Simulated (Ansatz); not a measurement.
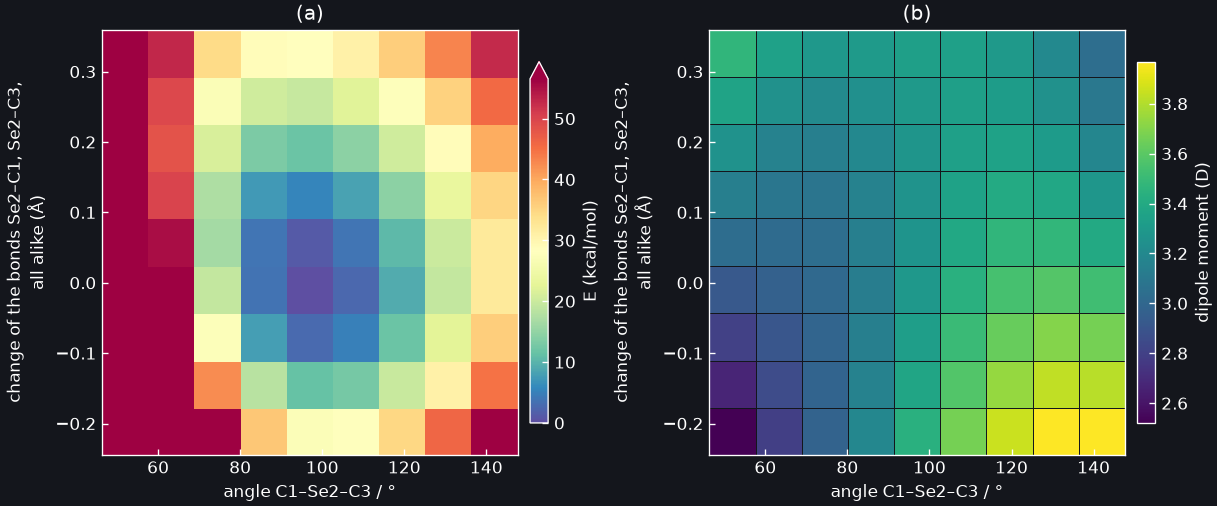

C₂H₅NSe, SMILES C[Se]C=N. Coordinates scanned: (1) angle C1–Se2–C3; (2) change of the bonds Se2–C1, Se2–C3, all alike. Nothing is relaxed (all other coordinates rigid). The grid has 9 × 9 points. Points are written as (first, second). Energies are in kcal/mol, from the lowest grid point. These are results of Ansatz, RKS PBE0-D4/def2-TZVP, not measurements.

Panel (a) is the energy and panel (b) the computed dipole moment on the same grid.

The picture shows one coloured cell a grid point, one colour for all values above the top of the scale.

How does the dipole moment vary over the map, and what is it at the lowest grid point?

Answer. Leaving out the highest fifth of the energies, it runs from 2.98 D at (74.5°, −0.144 Å) to 3.96 D at (130.7°, −0.211 Å). At the lowest grid point, (97.0°, −0.010 Å), it is 3.29 D.
